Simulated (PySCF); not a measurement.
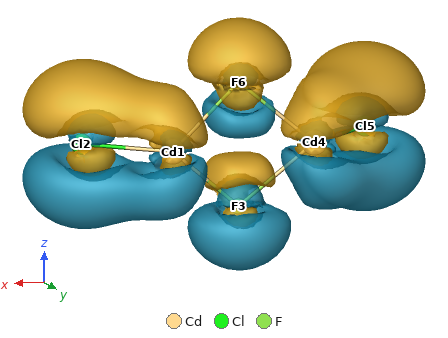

*(ClCd-mu-F)2 (Cd₂Cl₂F₂). Change of the electron density in a uniform field of 0.26 V/Å, surfaces at ±0.001 e/Å³ (yellow: gain, teal: loss).*

Computed with PySCF, r2SCAN/def2-SVPD, geometry: GFN2-xTB. Core potentials replace the inner electrons of Cd; spin–orbit coupling isn't included. No frequency check shows the geometry to be a minimum. GFN2-xTB bond lengths at metals and heavier atoms can be off by up to 0.1 Å and shapes distorted, which carries into these values.

Cartesian coordinates (Å):

```
Cd1      1.6651    0.3783   -0.0003
Cl2      3.3445   -1.0763    0.0003
F3      -0.0001    0.0155   -1.4175
Cd4     -1.6651    0.3783    0.0003
Cl5     -3.3445   -1.0763   -0.0003
F6       0.0001    0.0155    1.4175
```

The field was applied in both directions; the picture shows the one opposite to the script's first.

Q: Along which Cartesian direction does the field point?

A: Along −z: electrons gather on the +z side, against the field.

Q: What dipole is induced, and what polarisability does it imply?

A: The induced dipole is 0.86 D (along the field); α along this axis, from the fields in both directions, is 68 bohr³ (10.0 Å³).

Run time: 3.4 min on 1 thread of AMD EPYC (Zen 3), on a shared host, peak memory 0.68 GiB.
